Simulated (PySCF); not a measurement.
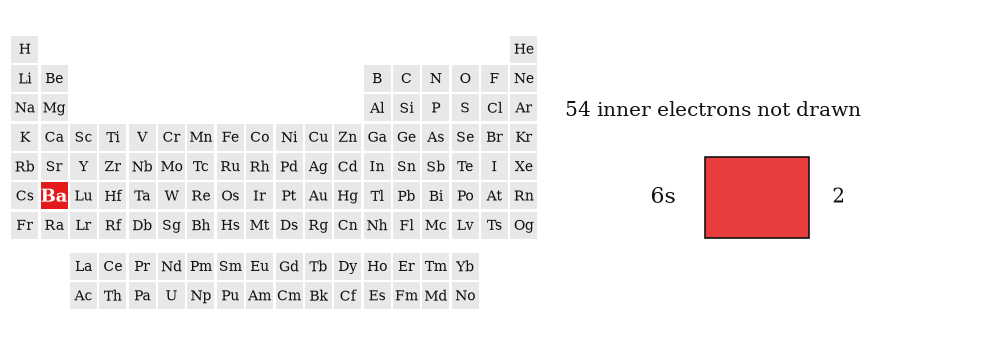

*Left, the place of barium in the periodic table; right, the outer shells of the nominal configuration: a box for each of the 2l + 1 orbitals, shaded by the share of the shell that is filled, with the electron count at the right.*

**Run report: Ba, atomic calculation**

Ba, configuration 1s2 2s2 2p6 3s2 3p6 3d10 4s2 4p6 4d10 5s2 5p6 6s2, multiplicity 1. Computed at this level: unrestricted LDA, aug-cc-pVTZ-X2C, spin-free X2C-1e, Gaussian nucleus (PySCF).

Summary:

- outcome: converged
- total energy: −8127.7098 hartree
- SCF iterations: 5
- hardware: 1 CPU thread, shared host
- CPU time: 1 s (integrals apart)

Input:
```python
from pyscf import gto, scf, dft, mp, cc
import basis_set_exchange as bse
mol = gto.M(atom="Ba 0 0 0", charge=0, spin=0, symmetry="D2h",
            basis=gto.basis.parse(bse.get_basis("aug-cc-pVTZ-X2C", elements=["Ba"], fmt="nwchem", header=False)),
            nucmod="G")
mf = dft.UKS(mol, xc="LDA,VWN").sfx2c1e()
mf.irrep_nelec = {'Ag': (10, 10), 'B1g': (2, 2), 'B2g': (2, 2), 'B3g': (2, 2), 'B1u': (4, 4), 'B2u': (4, 4), 'B3u': (4, 4)}
mf.kernel()
```

The script is an equivalent of what the driver set up; the driver started from orbitals of its own, so the log can be shorter than this script's would be, and it computed the properties (radii, ⟨L²⟩, response) afterwards. It held the occupations shell by shell, which the script's counts by irreducible representation don't always enforce.

Launched within a batch (the task file carries these settings):
```bash
OMP_NUM_THREADS=1 python <driver script> TASK.json OUT
```

The program's output (extracts):
```
damping factor = 0
level_shift factor = 0
DIIS = <class 'pyscf.scf.diis.CDIIS'>
diis_start_cycle = 1
diis_space = 10
diis_damp = 0
SCF conv_tol = 1e-09
SCF conv_tol_grad = None
number electrons alpha = 28  beta = 28
XC functionals = LDA,VWN
    P. A. M. Dirac.,  Math. Proc. Cambridge Philos. Soc. 26, 376 (1930)
    F. Bloch.,  Z. Phys. 57, 545 (1929)
    S. H. Vosko, L. Wilk, and M. Nusair.,  Can. J. Phys. 58, 1200 (1980)
cycle= 1 E= -8127.70912137774  delta_E= -0.00659  |g|= 0.0255  |ddm|= 1.54
cycle= 2 E= -8127.70959002368  delta_E= -0.000469  |g|= 0.0175  |ddm|= 0.484
cycle= 3 E= -8127.70980753373  delta_E= -0.000218  |g|= 0.000742  |ddm|= 0.155
cycle= 4 E= -8127.70980818605  delta_E= -6.52e-07  |g|= 6.36e-06  |ddm|= 0.00932
cycle= 5 E= -8127.70980818609  delta_E= -3.55e-11  |g|= 1.09e-07  |ddm|= 7.71e-05
converged SCF energy = -8127.70980818609  <S^2> = -7.1054274e-15  2S+1 = 1
```

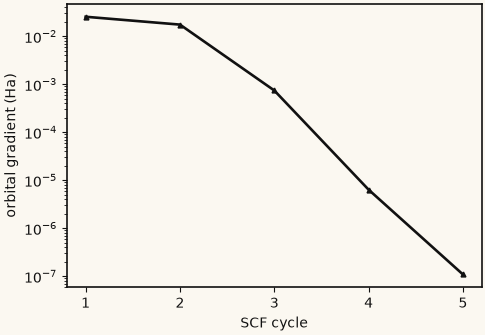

*Convergence: orbital gradient against the SCF cycle.*

The residual falls at every step. It goes from 0.025 to 1.1×10⁻⁷ in 5 steps.

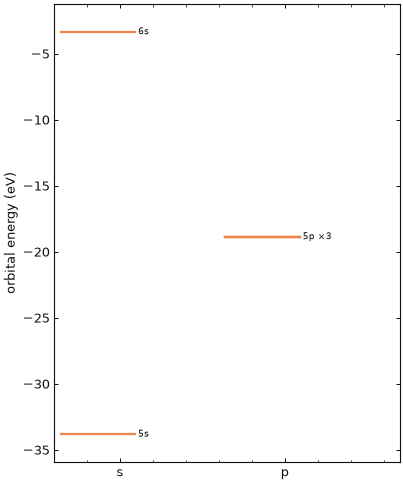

*Orbital energies of the mean field, from the top down to −33.8 eV, by angular momentum; ×n counts the orbitals under one label.*

The highest filled orbital is 6s at −3.34 eV, the lowest empty one d at −2.13 eV.
